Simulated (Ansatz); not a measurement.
# ScAl3 (Cu3Au type), frozen-phonon scan

Relaxed ScAl₃ (Cu3Au type):

```
ScAl3
1.0
    8.21100     0.00000     0.00000
    4.10550     4.10550     0.00000
    4.10550     0.00000     4.10550
Al Sc
6 2
Direct
  0.50000   0.50000   0.50000
  0.00000   0.50000   0.50000
  0.00000   0.50000   0.00000
  0.50000   0.50000   0.00000
  0.00000   0.00000   0.50000
  0.50000   0.00000   0.50000
  0.00000   0.00000   0.00000
  0.50000   0.00000   0.00000
```

The atoms are displaced by Q × the pattern below (from a DFPT mode at R = (0.5, 0.5, 0.5), largest move 1; Q in Å), at fixed cell. It is one choice among 2 degenerate patterns. (q is in reciprocal vectors of the primitive cell; the cell shown is doubled to hold the pattern.)

```json
[
 {"atom": "Al1", "x": "-0.354", "y": "0.000", "z": "0.000"},
 {"atom": "Al2", "x": "0.354", "y": "0.000", "z": "0.000"},
 {"atom": "Al3", "x": "0.000", "y": "0.000", "z": "1.000"},
 {"atom": "Al4", "x": "0.000", "y": "0.000", "z": "-1.000"},
 {"atom": "Al5", "x": "0.000", "y": "-0.646", "z": "0.000"},
 {"atom": "Al6", "x": "0.000", "y": "0.646", "z": "0.000"}
]
```

Atoms not listed stay in place.

Computed with PBE (plane waves to 420 eV, PAW, scalar-relativistic; Ansatz, a first-principles code). k mesh 11×11×11 (Γ-centred), Fermi-Dirac smearing 0.05 eV. The energy includes the smearing's −TS. With partly filled bands, energies and forces of such displacements shift with the k mesh and the smearing. ScAl3 is run without spin polarisation. ScAl3 was relaxed with its symmetry unable to fall. The zero of ΔE is the undisplaced structure.

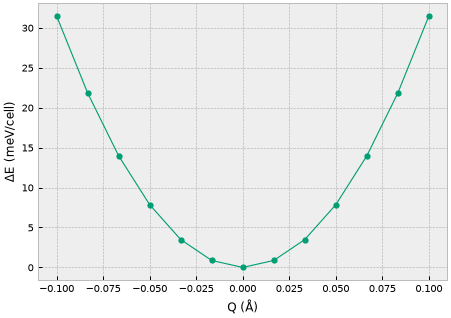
Fig. 1. ΔE (meV/cell) against Q (Å); computed points joined by lines.

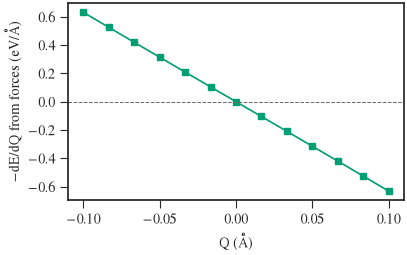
Fig. 1. −dE/dQ from forces (eV/Å) against Q (Å); computed points joined by lines.

The energy at Q = 0.100 Å comes out as 31.5 meV/cell. Symmetry of the curve: even: the same for both signs. Shape of the curve: a single well with its minimum at or next to zero displacement. Harmonic wavenumber from the curvature (finite differences): 143 cm⁻¹. Space group of the distorted cell: Fmmm (No. 69), lowered from Pm-3m.

E″ = 6.28 eV/Å², M = Σ mᵢ|uᵢ|² = 83.2 u, ν̃ = 521.5·√(|E″|/M).

(A displaced cell: forces are minus the slopes of the energy, force constants its curvatures, and phonons follow from these.)
